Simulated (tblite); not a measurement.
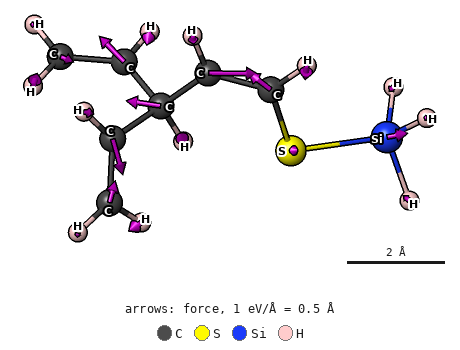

Starting geometry of C7H12SSi with the computed forces as purple arrows. Style: ball-and-stick. Shown at a tilt.

Level of theory: tblite 0.8.0, GFN2-xTB geometry optimisation, gas phase. 

### What follows when this structure is relaxed?

It isn't relaxed: the largest force vector, on a C atom, is 2.11 eV/Å. The final displacements have little in common with the starting forces (cosine between the two patterns 0.14). The atom that moves furthest after the best rigid fit is an H atom (1.36 Å). By element the largest moves are H 1.36 Å, S 0.74 Å, C 0.62 Å, Si 0.39 Å. Among the contacts that change: C–C 1.471 → 1.502 Å, C–C 1.352 → 1.325 Å, C–H 1.109 → 1.083 Å, C–S 1.789 → 1.766 Å. Among the angles between lasting bonds that change: C–C–C 114.8° → 124.2°, C–S–Si 109.9° → 100.6°, S–C–H 123.1° → 114.4°. Groups turn about C–S by about 35°, S–Si by about 25°. The energy falls by 0.675 eV in 166 geometry steps. The run took 2.8 s on 1 thread of Arm Neoverse N1, with other jobs on the host.
